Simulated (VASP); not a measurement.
Band structure of PtSe$_{2}$ (1T layered). Calculation: PBE GGA with D3 dispersion (zero damping), VASP's PBE PAW potentials (set 64) (plane waves; VASP).

Unless said otherwise, spin-orbit coupling is left out, though it shifts the bands of the heavy elements here.

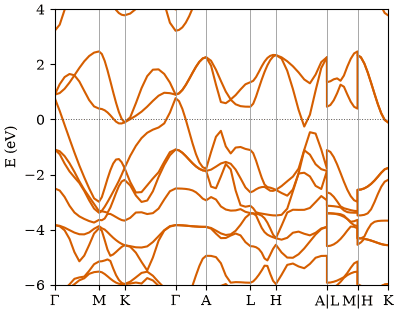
*Bands along high-symmetry lines, zero at the valence-band maximum or, without a gap, the Fermi level*

### Question
Read the plot: is there a gap, and where are the band edges?

### Answer
It has no gap at this level: it comes out as a metal or semimetal. (Edges off the drawn lines would not show.)

The compound is PtSe2 in the 1T layered structure. It was relaxed first.
